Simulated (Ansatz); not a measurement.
# BFH₄OSi: a spread of methods and bases

How do the results and run time of BFH₄OSi respond when the settings are drawn wide?

Computed with Ansatz 0.2.0, Gaussian basis. Level: the settings change from run to run.

## (1) The geometry

The structure was relaxed beforehand with PBE0-D4 in a triple-zeta def2 set.

SMILES `BO[SiH2]F`, 8 atoms, charge 0, spin multiplicity 1.

Atoms are counted from 1 here; the program's logs count them from 0.

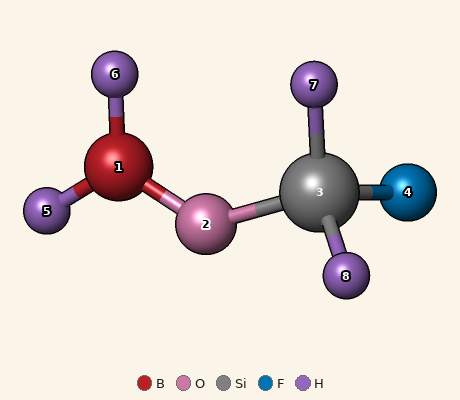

The geometry (boron red, oxygen pink, silicon grey, fluorine blue, hydrogen purple); atoms are numbered from 1 in the order of the file.

## (2) PBE0-DH/STO-3G

Options: the search for lower states set to off.

Input file in.yaml:

```yaml
crystal:
  periodic: [false, false, false]
  atoms:
    - {symbol: B, position_ang: [-0.781782, 1.310480, -0.304509]}
    - {symbol: O, position_ang: [-0.684136, -0.035837, -0.234360]}
    - {symbol: Si, position_ang: [0.530440, -1.034018, 0.237327]}
    - {symbol: F, position_ang: [1.130904, -1.719955, -1.064459]}
    - {symbol: H, position_ang: [-1.798889, 1.778510, -0.727765]}
    - {symbol: H, position_ang: [0.136773, 1.996320, 0.059282]}
    - {symbol: H, position_ang: [1.609141, -0.262563, 0.891786]}
    - {symbol: H, position_ang: [-0.050353, -2.090039, 1.086798]}
basis:
  gaussian: {orbitals: STO-3G}
hamiltonian: {xc: {name: PBE0-DH}}
scf: {lower_state_search: off}
```

On the command line:

```bash
$ ansatz run in.yaml --threads 2 --pin off --events-out ev --progress --plain --max-ram 4352MiB
```

What it wrote:

```text
Functional definition: PBE0-DH
  name "PBE0-DH"
  cite "Brémond & Adamo, J. Chem. Phys. 135, 024106 (2011) doi:10.1063/1.3604569"
  cite "Perdew, Burke & Ernzerhof, Phys. Rev. Lett. 77, 3865 (1996) doi:10.1103/PhysRevLett.77.3865"
  parameter a = 1/2
  parameter c = 1/8
  exchange = (1 - a)*pbe_x + a*exact_x
  correlation = (1 - c)*pbe_c + c*(mp2_os + mp2_ss)
these checks for a lower state are left out or cut short: stability, starts, cluster_reference, orbital_swaps, neighbouring_geometries, increment
358 factors; integrals over basis functions are off by at most 4.3e-5 eV
mean field evaluation 1: about -13204.3104 eV, gradient 2.3e1 eV
mean field evaluation 2: about -13204.3158 eV, gradient 2.3e1 eV
mean field evaluation 4: about -13206.3746 eV, gradient 2.6e0 eV
mean field evaluation 8: about -13206.3948 eV, gradient 1.1e-2 eV
mean field -13206.39477860 eV, -485.3260564977 hartree, gradient 6.0e-6 eV, S^2 0.000000; 0 other end points of the search recorded, 0 dependent functions left out
8 core orbitals not correlated: weight in the atoms' cores, before any rotation towards them, 1.000 or more for the frozen orbitals, at most 0.000 for the correlated occupied ones
reference -13206.39478767 eV, -485.3260568310 hartree; 12, 12 occupied and 8, 8 virtual orbitals, 358 factors
second order -5.18137028 eV of doubles, -0.00000000 eV of singles
Total energy: -13207.04245896 eV, -485.3498583117 hartree
Checks for a lower state left out: stability, starts, cluster_reference, orbital_swaps, neighbouring_geometries, increment
```

Wall time 0.35 s (2 threads of Arm Neoverse V1, shared host).

## (3) PBE-QIDH/aug-cc-pVDZ

This run has multiplicity 3, atoms shaken by 0.03 Å, a grid of angular degree 47.

Input file in.yaml:

```yaml
crystal:
  periodic: [false, false, false]
  atoms:
    - {symbol: B, position_ang: [-0.823392, 1.248214, -0.247988]}
    - {symbol: O, position_ang: [-0.702014, -0.003518, -0.246875]}
    - {symbol: Si, position_ang: [0.577963, -1.018249, 0.226535]}
    - {symbol: F, position_ang: [1.107565, -1.740568, -1.065241]}
    - {symbol: H, position_ang: [-1.786573, 1.748994, -0.730258]}
    - {symbol: H, position_ang: [0.131496, 2.006194, 0.069032]}
    - {symbol: H, position_ang: [1.606209, -0.269268, 0.885678]}
    - {symbol: H, position_ang: [-0.034227, -2.076294, 1.061597]}
basis:
  gaussian: {orbitals: aug-cc-pVDZ, final_grid: {core_spheres: 20, valence_spheres: 16, degree: 47}}
magnetization: {spin_polarized: true, initial_magnetization: 2}
hamiltonian: {xc: {name: PBE-QIDH}}
output: {forces: true}
```

Launched as before.

What it wrote (excerpt; [...] marks lines left out):

```text
Functional definition: PBE-QIDH
  name "PBE-QIDH"
  cite "Brémond, Sancho-García, Pérez-Jiménez & Adamo, J. Chem. Phys. 141, 031101 (2014) doi:10.1063/1.4890314"
  cite "Perdew, Burke & Ernzerhof, Phys. Rev. Lett. 77, 3865 (1996) doi:10.1103/PhysRevLett.77.3865"
[...]
1270 factors; integrals over basis functions are off by at most 3.5e-4 eV
[...]
mean field -13361.48339893 eV, -491.0254581720 hartree, gradient 4.5e-6 eV, S^2 2.012862; 0 other end points of the search recorded, 0 dependent functions left out
8 core orbitals not correlated: weight in the atoms' cores, before any rotation towards them, 1.000 or more for the frozen orbitals, at most 0.000 for the correlated occupied ones
reference -13361.48342708 eV, -491.0254592065 hartree; 13, 11 occupied and 111, 113 virtual orbitals, 1270 factors
second order -18.11231103 eV of doubles, -0.00000000 eV of singles
[...]
Total energy: -13367.52086409 eV, -491.2473309243 hartree
Atom 0 at    -0.823392     1.248214    -0.247988 Å, force    -0.581130     4.137342     0.808644 eV/Å
Atom 1 at    -0.702014    -0.003518    -0.246875 Å, force     1.807749    -5.888348     0.257451 eV/Å
Atom 2 at     0.577963    -1.018249     0.226535 Å, force    -2.077869    -0.380579     1.256897 eV/Å
Atom 3 at     1.107565    -1.740568    -1.065241 Å, force     0.848068    -0.681477    -1.673947 eV/Å
Atom 4 at    -1.786573     1.748994    -0.730258 Å, force    -0.543643     1.443494    -0.565732 eV/Å
Atom 5 at     0.131496     2.006194     0.069032 Å, force    -0.189367     0.645590    -0.378194 eV/Å
Atom 6 at     1.606209    -0.269268     0.885678 Å, force     0.662744     0.617354     0.241293 eV/Å
Atom 7 at    -0.034227    -2.076294     1.061597 Å, force     0.073447     0.106624     0.053588 eV/Å
Dipole moment:     0.253437    -0.141762     0.246646 e Å
```

Run time: 30 s. Hardware: 2 threads of Arm Neoverse V1, shared host; peak memory 0.83 GiB.

Largest force 6.165 eV/Å, dipole 1.83 D, ⟨S²⟩ 2.013.

## (4) BHLYP/def2-SVPD

Input file in.yaml:

```yaml
crystal:
  periodic: [false, false, false]
  atoms:
    - {symbol: B, position_ang: [-0.781782, 1.310480, -0.304509]}
    - {symbol: O, position_ang: [-0.684136, -0.035837, -0.234360]}
    - {symbol: Si, position_ang: [0.530440, -1.034018, 0.237327]}
    - {symbol: F, position_ang: [1.130904, -1.719955, -1.064459]}
    - {symbol: H, position_ang: [-1.798889, 1.778510, -0.727765]}
    - {symbol: H, position_ang: [0.136773, 1.996320, 0.059282]}
    - {symbol: H, position_ang: [1.609141, -0.262563, 0.891786]}
    - {symbol: H, position_ang: [-0.050353, -2.090039, 1.086798]}
basis:
  gaussian: {orbitals: def2-SVPD}
hamiltonian: {xc: {name: BHLYP}}
output: {forces: true}
```

Launched as before.

What it wrote (excerpt; [...] marks lines left out):

```text
Functional definition: BHLYP
  name "BHLYP"
  cite "Becke, J. Chem. Phys. 98, 1372 (1993) doi:10.1063/1.464304"
  cite "Becke, Phys. Rev. A 38, 3098 (1988) doi:10.1103/PhysRevA.38.3098"
  cite "Lee, Yang & Parr, Phys. Rev. B 37, 785 (1988) doi:10.1103/PhysRevB.37.785"
[...]
1187 factors; integrals over basis functions are off by at most 7.6e-4 eV
[...]
mean field -13377.75964092 eV, -491.6235990327 hartree, gradient 2.2e-5 eV, S^2 0.000000; 0 other end points of the search recorded, 0 dependent functions left out
[...]
reference -13377.75983338 eV, -491.6236061054 hartree; 20, 20 occupied and 102, 102 virtual orbitals, 1187 factors
Total energy: -13377.75983338 eV, -491.6236061054 hartree
Atom 0 at    -0.781782     1.310480    -0.304509 Å, force    -0.082764    -0.179486    -0.033012 eV/Å
Atom 1 at    -0.684136    -0.035837    -0.234360 Å, force    -0.246425     0.554263    -0.122922 eV/Å
Atom 2 at     0.530440    -1.034018     0.237327 Å, force    -0.030372     0.049995     1.159880 eV/Å
Atom 3 at     1.130904    -1.719955    -1.064459 Å, force     0.384439    -0.422495    -0.817121 eV/Å
Atom 4 at    -1.798889     1.778510    -0.727765 Å, force     0.041665     0.026265     0.017880 eV/Å
Atom 5 at     0.136773     1.996320     0.059282 Å, force    -0.043822    -0.022926    -0.021862 eV/Å
Atom 6 at     1.609141    -0.262563     0.891786 Å, force    -0.101092    -0.084255    -0.088273 eV/Å
Atom 7 at    -0.050353    -2.090039     1.086798 Å, force     0.078371     0.078640    -0.094570 eV/Å
Dipole moment:     0.041690     0.074797     0.306344 e Å
```

It took 2.7 s on 2 threads of Arm Neoverse V1, shared host.

Largest force 1.161 eV/Å, dipole 1.53 D.

## (5) HF/def2-TZVPD

Set apart from the defaults: a point charge of 0.50 e beside it, relativity set to none.

Edit in.yaml of step 4 so:

```diff
@@ -12,4 +12,3 @@
 basis:
-  gaussian: {orbitals: def2-SVPD}
-hamiltonian: {xc: {name: BHLYP}}
-output: {forces: true}
+  gaussian: {orbitals: def2-TZVPD, point_charges: [{charge: 0.50, position_ang: [4.330, 0.815, 0.366]}]}
+hamiltonian: {xc: {name: HF}, pseudopotentials: {relativity: none}}
```

The command is unchanged.

What it wrote:

```text
Functional definition: HF
  name "HF"
  cite "Fock, Z. Phys. 61, 126 (1930) doi:10.1007/BF01340294"
  parent pbe
  exchange = exact_x
  correlation = 0
1220 factors; their error is unknown
mean field evaluation 1: about -13343.8562 eV, gradient 4.2e1 eV
mean field evaluation 2: about -13346.0667 eV, gradient 2.7e1 eV
mean field evaluation 4: about -13347.1537 eV, gradient 6.9e-1 eV
mean field evaluation 8: about -13347.2520 eV, gradient 3.3e-1 eV
mean field -13347.25207731 eV, -490.5024667486 hartree, gradient 1.4e-5 eV, S^2 0.000000; 0 other end points of the search recorded, 0 dependent functions left out
reference -13347.25207731 eV, -490.5024667486 hartree; 20, 20 occupied and 176, 176 virtual orbitals, 1220 factors
Total energy: -13347.25207731 eV, -490.5024667486 hartree
```

It took 1.1 s on 2 threads of Arm Neoverse V1, shared host.

## (6) wPBEh/6-31++G**

Edit in.yaml of step 5 so:

```diff
@@ -12,3 +12,3 @@
 basis:
-  gaussian: {orbitals: def2-TZVPD, point_charges: [{charge: 0.50, position_ang: [4.330, 0.815, 0.366]}]}
-hamiltonian: {xc: {name: HF}, pseudopotentials: {relativity: none}}
+  gaussian: {orbitals: "6-31++G**"}
+hamiltonian: {xc: {name: wPBEh}}
```

Launched as before.

What it wrote (excerpt; [...] marks lines left out):

```text
Functional definition: wPBEh
  name "wPBEh"
  cite "Heyd, Scuseria & Ernzerhof, J. Chem. Phys. 118, 8207 (2003) doi:10.1063/1.1564060"
  cite "Krukau, Vydrov, Izmaylov & Scuseria, J. Chem. Phys. 125, 224106 (2006) doi:10.1063/1.2404663"
  cite "Heyd & Scuseria, J. Chem. Phys. 120, 7274 (2004) doi:10.1063/1.1668634"
  cite "Ernzerhof & Perdew, J. Chem. Phys. 109, 3313 (1998) doi:10.1063/1.476928"
  cite "Perdew, Burke & Ernzerhof, Phys. Rev. Lett. 77, 3865 (1996) doi:10.1103/PhysRevLett.77.3865"
  parent pbe
[...]
976 factors; their error is unknown
113 factors; integrals over basis functions are off by at most 1.3e-6 eV
[...]
mean field -13377.85830139 eV, -491.6272247381 hartree, gradient 2.3e-5 eV, S^2 0.000000; 0 other end points of the search recorded, 0 dependent functions left out
reference -13377.85839452 eV, -491.6272281605 hartree; 20, 20 occupied and 84, 84 virtual orbitals, 976 factors
Total energy: -13377.85839452 eV, -491.6272281605 hartree
```

Wall time 1.9 s (2 threads of Arm Neoverse V1, shared host).

## (7) LC-wPBE/cc-pVTZ-DK

Edit in.yaml of step 6 so:

```diff
@@ -12,3 +12,3 @@
 basis:
-  gaussian: {orbitals: "6-31++G**"}
-hamiltonian: {xc: {name: wPBEh}}
+  gaussian: {orbitals: cc-pVTZ-DK}
+hamiltonian: {xc: {name: LC-wPBE}}
```

Launched as before.

What it wrote (excerpt; [...] marks lines left out):

```text
Functional definition: LC-wPBE
  name "LC-wPBE"
  cite "Vydrov & Scuseria, J. Chem. Phys. 125, 234109 (2006) doi:10.1063/1.2409292"
  cite "Heyd & Scuseria, J. Chem. Phys. 120, 7274 (2004) doi:10.1063/1.1668634"
  cite "Ernzerhof & Perdew, J. Chem. Phys. 109, 3313 (1998) doi:10.1063/1.476928"
  cite "Perdew, Burke & Ernzerhof, Phys. Rev. Lett. 77, 3865 (1996) doi:10.1103/PhysRevLett.77.3865"
  parent pbe
[...]
1035 factors; their error is unknown
337 factors; integrals over basis functions are off by at most 2.8e-5 eV
[...]
mean field -13403.76858809 eV, -492.5794102117 hartree, gradient 2.6e-5 eV, S^2 0.000000; 0 other end points of the search recorded, 0 dependent functions left out
reference -13403.76858810 eV, -492.5794102120 hartree; 20, 20 occupied and 160, 160 virtual orbitals, 1035 factors
Total energy: -13403.76858810 eV, -492.5794102120 hartree
Relativity: scalar
```

It took 2.2 s on 2 threads of Arm Neoverse V1, shared host.

## (8) revPBE/pcseg-2

Set apart from the defaults: unrestricted orbitals, D4 dispersion.

Edit in.yaml of step 7 so:

```diff
@@ -12,3 +12,5 @@
 basis:
-  gaussian: {orbitals: cc-pVTZ-DK}
-hamiltonian: {xc: {name: LC-wPBE}}
+  gaussian: {orbitals: pcseg-2}
+magnetization: {spin_polarized: true, initial_magnetization: 0}
+hamiltonian: {xc: {name: revPBE}, dispersion: d4}
+output: {forces: true}
```

The command is unchanged.

What it wrote (excerpt; [...] marks lines left out):

```text
Functional definition: revPBE
  name "revPBE"
  cite "Zhang & Yang, Phys. Rev. Lett. 80, 890 (1998) doi:10.1103/PhysRevLett.80.890"
  cite "Perdew, Burke & Ernzerhof, Phys. Rev. Lett. 77, 3865 (1996) doi:10.1103/PhysRevLett.77.3865"
[...]
953 factors; their error is unknown
[...]
mean field -13385.64096084 eV, -491.9132321976 hartree, gradient 2.1e-5 eV, S^2 0.000000; 0 other end points of the search recorded, 0 dependent functions left out
[...]
reference -13385.64102823 eV, -491.9132346741 hartree; 20, 20 occupied and 160, 160 virtual orbitals, 953 factors
Total energy: -13386.04330326 eV, -491.9280180086 hartree
Atom 0 at    -0.781782     1.310480    -0.304509 Å, force    -0.046664     0.451820    -0.022180 eV/Å
Atom 1 at    -0.684136    -0.035837    -0.234360 Å, force    -0.469922    -0.162551    -0.150888 eV/Å
Atom 2 at     0.530440    -1.034018     0.237327 Å, force     0.190820    -0.091489     0.576256 eV/Å
Atom 3 at     1.130904    -1.719955    -1.064459 Å, force     0.291167    -0.331847    -0.624833 eV/Å
Atom 4 at    -1.798889     1.778510    -0.727765 Å, force    -0.138832     0.066923    -0.061120 eV/Å
Atom 5 at     0.136773     1.996320     0.059282 Å, force     0.119241     0.098172     0.045913 eV/Å
Atom 6 at     1.609141    -0.262563     0.891786 Å, force     0.143945     0.102286     0.105278 eV/Å
Atom 7 at    -0.050353    -2.090039     1.086798 Å, force    -0.089755    -0.133315     0.131574 eV/Å
Dipole moment:     0.042297     0.016685     0.255066 e Å
```

It took 3.5 s on 2 threads of Arm Neoverse V1, shared host.

Largest force 0.765 eV/Å, dipole 1.24 D, ⟨S²⟩ 0.000.

## (9) SPW92/def2-SVP

This run has high accuracy.

Edit in.yaml of step 8 so:

```diff
@@ -12,5 +12,5 @@
 basis:
-  gaussian: {orbitals: pcseg-2}
-magnetization: {spin_polarized: true, initial_magnetization: 0}
-hamiltonian: {xc: {name: revPBE}, dispersion: d4}
+  gaussian: {orbitals: def2-SVP}
+hamiltonian: {xc: {name: SPW92}}
+accuracy: high
 output: {forces: true}
```

The command is unchanged.

What it wrote (excerpt; [...] marks lines left out):

```text
Functional definition: SPW92
  name "SPW92"
  cite "Dirac, Proc. Camb. Phil. Soc. 26, 376 (1930) doi:10.1017/S0305004100016108"
  cite "Slater, Phys. Rev. 81, 385 (1951) doi:10.1103/PhysRev.81.385"
  cite "Perdew & Wang, Phys. Rev. B 45, 13244 (1992) doi:10.1103/PhysRevB.45.13244"
[...]
1758 factors; integrals over basis functions are off by at most 6.6e-9 eV
[...]
mean field -13307.16365485 eV, -489.0292443963 hartree, gradient 6.1e-8 eV, S^2 0.000000; 0 other end points of the search recorded, 0 dependent functions left out
[...]
reference -13307.16365807 eV, -489.0292445146 hartree; 20, 20 occupied and 60, 60 virtual orbitals, 1758 factors
Total energy: -13307.16365807 eV, -489.0292445146 hartree
Atom 0 at    -0.781782     1.310480    -0.304509 Å, force     0.044714    -0.609708     0.040013 eV/Å
Atom 1 at    -0.684136    -0.035837    -0.234360 Å, force    -0.589295     0.576909    -0.251553 eV/Å
Atom 2 at     0.530440    -1.034018     0.237327 Å, force     0.197467    -0.082391     0.618125 eV/Å
Atom 3 at     1.130904    -1.719955    -1.064459 Å, force     0.300101    -0.363799    -0.747954 eV/Å
Atom 4 at    -1.798889     1.778510    -0.727765 Å, force    -0.480690     0.187270    -0.205199 eV/Å
Atom 5 at     0.136773     1.996320     0.059282 Å, force     0.457352     0.296218     0.186789 eV/Å
Atom 6 at     1.609141    -0.262563     0.891786 Å, force     0.259412     0.249352     0.153860 eV/Å
Atom 7 at    -0.050353    -2.090039     1.086798 Å, force    -0.189061    -0.253850     0.205919 eV/Å
Dipole moment:     0.064403    -0.017547     0.250471 e Å
```

Run time: 2.4 s. Hardware: 2 threads of Arm Neoverse V1, shared host.

Largest force 0.884 eV/Å, dipole 1.25 D.

## (10) r2SCAN/cc-pVTZ

This run has charge +1, multiplicity 2, rVV10 dispersion, high accuracy.

Edit in.yaml of step 9 so:

```diff
@@ -12,5 +12,6 @@
 basis:
-  gaussian: {orbitals: def2-SVP}
-hamiltonian: {xc: {name: SPW92}}
+  gaussian: {orbitals: cc-pVTZ}
+total_charge: 1
+magnetization: {spin_polarized: true, initial_magnetization: 1}
+hamiltonian: {xc: {name: r2SCAN}, dispersion: rvv10}
 accuracy: high
-output: {forces: true}
```

Same command.

What it wrote (excerpt; [...] marks lines left out):

```text
Functional definition: r2SCAN+rVV10
  name "r2SCAN+rVV10"
  cite "Furness, Kaplan, Ning, Perdew & Sun, J. Phys. Chem. Lett. 11, 8208 (2020) doi:10.1021/acs.jpclett.0c02405"
  cite "Furness, Kaplan, Ning, Perdew & Sun, J. Phys. Chem. Lett. 11, 9248 (2020) doi:10.1021/acs.jpclett.0c03077"
  cite "Vydrov & Van Voorhis, J. Chem. Phys. 133, 244103 (2010) doi:10.1063/1.3521275"
  cite "Sabatini, Gorni & de Gironcoli, Phys. Rev. B 87, 041108(R) (2013) doi:10.1103/PhysRevB.87.041108"
  cite "Ning et al., Phys. Rev. B 106, 075422 (2022) doi:10.1103/PhysRevB.106.075422"
  parent "r2scan"
[...]
3143 factors; integrals over basis functions are off by at most 3.4e-9 eV
[...]
mean field -13373.10749169 eV, -491.4526357018 hartree, gradient 7.8e-8 eV, S^2 0.756265; 2 other end points of the search recorded, 0 dependent functions left out
reference -13373.10749475 eV, -491.4526358142 hartree; 20, 19 occupied and 160, 161 virtual orbitals, 3143 factors
Total energy: -13373.10749475 eV, -491.4526358142 hartree
```

Run time: 58 s. Hardware: 2 threads of Arm Neoverse V1, shared host; peak memory 0.97 GiB.

⟨S²⟩ 0.756.

## (11) The runs in one table

```tsv
level	charge	multiplicity	geometry	functions	energy (eV)	time
PBE0-DH/STO-3G	0	1	relaxed	28	-13207.042	0.35 s
PBE-QIDH/aug-cc-pVDZ	0	3	shaken	132	-13367.521	30 s
BHLYP/def2-SVPD	0	1	relaxed	122	-13377.760	2.7 s
HF/def2-TZVPD	0	1	relaxed, point charge	196	-13347.252	1.1 s
wPBEh/6-31++G**	0	1	relaxed	104	-13377.858	1.9 s
LC-wPBE/cc-pVTZ-DK	0	1	relaxed	180	-13403.769	2.2 s
revPBE/pcseg-2	0	1	relaxed	180	-13386.043	3.5 s
SPW92/def2-SVP	0	1	relaxed	80	-13307.164	2.4 s
r2SCAN/cc-pVTZ	1	2	relaxed	180	-13373.107	58 s
```

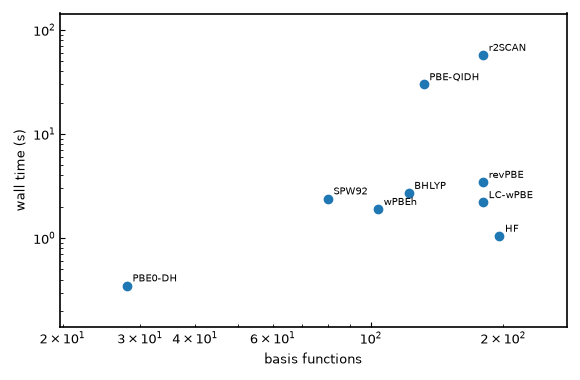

Wall time against the number of basis functions (shared host).

## (12) Summary of results

```
                                         quantity                   value
                                             runs                       9
                                         quickest  PBE0-DH/STO-3G, 0.35 s
                                          slowest    r2SCAN/cc-pVTZ, 58 s
spread of total energies, same state and geometry                196.7 eV
                  dipole, same state and geometry          1.24 to 1.53 D
```

**Reading.** r2SCAN/cc-pVTZ took 164 times as long as PBE0-DH/STO-3G. The jobs differ in tasks and options as well as level. The totals spread over 197 eV; they can't be compared across methods or bases. Some of these runs are scalar-relativistic and others not, which shifts the totals of all-electron atoms past neon by eV; core potentials, where a basis has them, take the core out of the total altogether. At the PBE0-D4/def2-TZVP geometry and in the same state, runs without warnings or point charges leave forces up to 1.16 eV/Å (BHLYP/def2-SVPD). At that geometry and state the dipole changes by 23 % between the lowest and highest value.
